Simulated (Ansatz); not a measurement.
# GaH3N: the cost of one run

Computed with Ansatz 0.2.0, Gaussian basis. Level: cc-pVTZ, core rule «outside noble gas», up to 15 orbitals frozen.

The runs, in order: UHF; CCSD(T) on RHF; BCCD(T) on RHF; CCSDT(Q) on RHF.

8 further runs of the same task are left out: 4 for a known fault of the program, 4 set aside as unsound or not needed.

## 1. The system

The geometry is a PBE0/def2-TZVP stationary point (not a proven minimum) of the parent state, kept for this charge and spin. No spin-orbit coupling is included. The filled d shell of Ga may be among the frozen orbitals whatever the setting's name suggests; the logs give the count.

5 atoms, charge 1, spin multiplicity 1.

Atoms are counted from 1 here; the program's logs count them from 0.

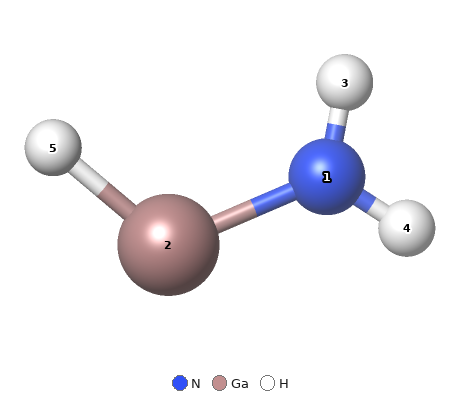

The geometry (nitrogen blue, gallium pink, hydrogen white); atoms are numbered from 1 in the order of the file.

## 2. UHF

Input file in.yaml:

```yaml
crystal:
  periodic: [false, false, false]
  atoms:
    - {symbol: N, position_ang: [0.000000, -0.077978, 1.481722]}
    - {symbol: Ga, position_ang: [0.000000, 0.038326, -0.340129]}
    - {symbol: H, position_ang: [0.000000, -0.949104, 1.989085]}
    - {symbol: H, position_ang: [0.000000, 0.715757, 2.099370]}
    - {symbol: H, position_ang: [0.000000, -1.334192, -1.151029]}
basis:
  gaussian: {orbitals: cc-pVTZ}
total_charge: 1
magnetization: {spin_polarized: true, initial_magnetization: 0}
hamiltonian: {xc: hf}
output: {orbitals: {seedname: orbitals}}
```

The run is started by

```console
$ ansatz run in.yaml --threads 1 --pin off --events-out ev --progress --plain --max-ram 4096MiB --backend cpu
```

What time and memory should one allow on 1 thread of AMD EPYC 7R13, shared host?

About 6 s, with a peak of 0.33 GiB.
